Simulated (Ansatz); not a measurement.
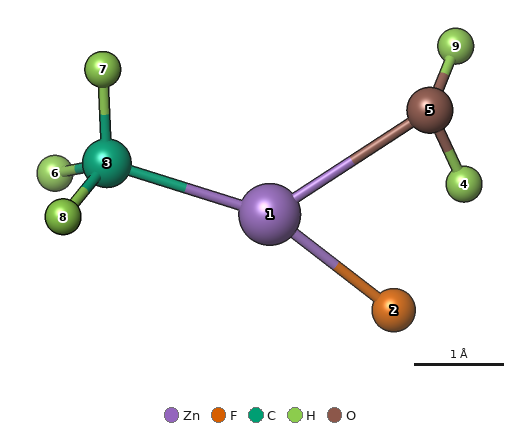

The structure (ball-and-stick view, seen at a tilt; atoms are numbered from 1 in the order of the input). Sticks mark near contacts. Bond lengths as drawn: C–H 1.10 Å, C–Zn 1.94 Å, F–Zn 1.83 Å, H–O 0.96 to 0.99 Å and O–Zn 2.19 Å.

**CH5FOZn: frequency calculation**

System: CH5FOZn.
Method: RKS PBE0-D4/def2-SVP (Ansatz 0.2.0).

It belongs to a series of runs on one base structure; here: vibrations at the highest image of the band. Figures and captions count atoms from 1; the log counts them from 0 in places.

**The program's output**
```
Engine: ansatz 0.2.0, x86_64-unknown-linux-gnu
Functional definition: PBE0
  parameter a = 0.25
  parameter kappa = 0.804
  parameter beta = 0.06672455060314922
  exchange = (1 - a)*pbe_x(kappa = kappa, mu = beta*pi^2/3) + a*exact_x
  correlation = pbe_c(beta = beta)
1034 factors; integrals over basis functions are off by at most 4.4e-4 eV
mean field evaluation 1: about -54269.3091 eV, gradient 7.3e1 eV
mean field evaluation 2: about -54261.4760 eV, gradient 9.8e1 eV
mean field evaluation 4: about -54279.0659 eV, gradient 3.6e0 eV
mean field evaluation 8: about -54279.1697 eV, gradient 3.6e-1 eV
mean field evaluation 16: about -54279.1698 eV, gradient 7.9e-5 eV
mean field -54279.16983561 eV, -1994.7226997161 hartree, gradient 7.9e-5 eV, S^2 0.000000; 0 other end points of the search recorded, 0 dependent functions left out
the calculation of the forces begins
reference -54279.16987083 eV, -1994.7227010102 hartree; 29, 29 occupied and 69, 69 virtual orbitals, 1034 factors
these checks for a lower state are left out or cut short: stability, starts, cluster_reference, orbital_swaps, neighbouring_geometries, increment
1034 factors; integrals over basis functions are off by at most 4.4e-4 eV
mean field -54279.16980155 eV, -1994.7226984641 hartree, gradient 1.7e-6 eV, S^2 0.000000; 0 other end points of the search recorded, 0 dependent functions left out
[... from here on the field's lines of each further geometry are left out, up to the last ...]
the calculation of the forces begins
reference -54279.16981329 eV, -1994.7226988955 hartree; 29, 29 occupied and 69, 69 virtual orbitals, 1034 factors
these checks for a lower state are left out or cut short: stability, starts, cluster_reference, orbital_swaps, neighbouring_geometries, increment
1034 factors; integrals over basis functions are off by at most 4.4e-4 eV
mean field -54279.16976927 eV, -1994.7226972778 hartree, gradient 1.4e-6 eV, S^2 0.000000; 0 other end points of the search recorded, 0 dependent functions left out
the calculation of the forces begins
reference -54279.16980448 eV, -1994.7226985719 hartree; 29, 29 occupied and 69, 69 virtual orbitals, 1034 factors
WARN: phonons: modes at or below zero, which the zero-point energy, F, S and C_V leave out: 1, the lowest at -35.59 cm⁻¹. A minimum has none, and a first-order saddle one
Total energy: -54279.26706198 eV, -1994.7262727190 hartree
Atom 0 at    -0.063025    -0.492713     0.288607 Å, force    -0.006272     0.007149     0.008758 eV/Å
Atom 1 at    -0.590438    -2.217432     0.004659 Å, force     0.003788    -0.003027     0.003107 eV/Å
Atom 2 at     0.360115     1.129168     1.259659 Å, force     0.003024    -0.014424    -0.004517 eV/Å
Atom 3 at    -0.337291    -1.640659    -1.583519 Å, force    -0.004962     0.010684    -0.002457 eV/Å
Atom 4 at    -0.016840    -0.755492    -1.886249 Å, force     0.004864    -0.006011    -0.008968 eV/Å
Atom 5 at    -0.461873     1.414650     1.934206 Å, force    -0.002303     0.000414     0.000986 eV/Å
Atom 6 at     0.545966     1.967273     0.570727 Å, force     0.000190     0.001994    -0.002544 eV/Å
Atom 7 at     1.263157     0.989103     1.874146 Å, force     0.000593     0.004364     0.001848 eV/Å
Atom 8 at    -0.699673    -0.393896    -2.462138 Å, force     0.001079    -0.001142     0.003788 eV/Å
Dipole moment:    -0.166296     0.347542    -0.346382 e Å
Vibrations: -35.59 104.82 123.04 231.54 283.79 337.80 489.28 524.82 630.30 694.03 699.05 876.14 1197.00 1430.47 1431.87 1606.61 3061.01 3165.58 3170.01 3453.04 3913.76 cm⁻¹, zero-point energy 1.700068 eV
```

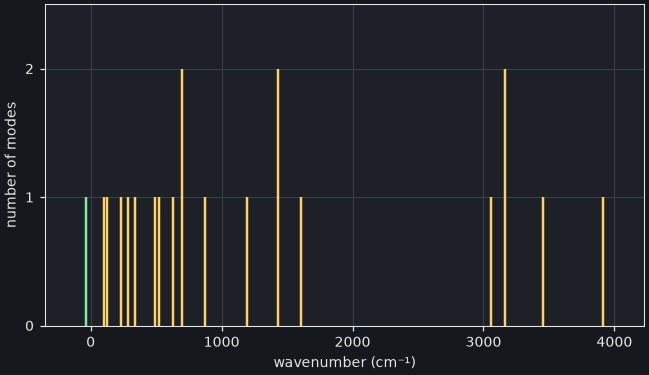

Harmonic vibrational wavenumbers from the force constants; neighbouring modes closer than 18 cm⁻¹ are counted in one stick, and imaginary ones are drawn at negative wavenumbers. 21 modes from 35i to 3914 cm⁻¹, 1 imaginary beyond 8i (35i cm⁻¹): not a clean minimum; so soft a mode can be a shallow saddle, an incomplete relaxation or noise of the force constants.

The run was set up as follows.

**Input**
```yaml
crystal:
  periodic: [false, false, false]
  atoms:
    - { symbol: Zn, position_ang: [-0.063025, -0.492713, 0.288607] }
    - { symbol: F, position_ang: [-0.590438, -2.217432, 0.004659] }
    - { symbol: C, position_ang: [0.360115, 1.129168, 1.259659] }
    - { symbol: H, position_ang: [-0.337291, -1.640659, -1.583519] }
    - { symbol: O, position_ang: [-0.01684, -0.755492, -1.886249] }
    - { symbol: H, position_ang: [-0.461873, 1.41465, 1.934206] }
    - { symbol: H, position_ang: [0.545966, 1.967273, 0.570727] }
    - { symbol: H, position_ang: [1.263157, 0.989103, 1.874146] }
    - { symbol: H, position_ang: [-0.699673, -0.393896, -2.462138] }
basis:
  gaussian: { orbitals: def2-SVP }
hamiltonian:
  xc: pbe0
  dispersion: d4
phonons: {}
```

Command:
```bash
ansatz run input.yaml --threads 2 --pin off --max-ram 3072MiB --backend cpu --events-out ev --progress --plain --runs-dir out
```

**Key numbers**

```tsv
quantity	value
outcome	converged
total energy	−54279.2671 eV
mean-field energy	−54279.1699 eV
largest force (length of the vector)	0.015 eV/Å
hardware	2 threads of Intel Xeon (Sapphire Rapids), 16 GiB of memory available, shared host
wall time	64 s (CPU time 2 min)
peak memory	0.23 GiB
```
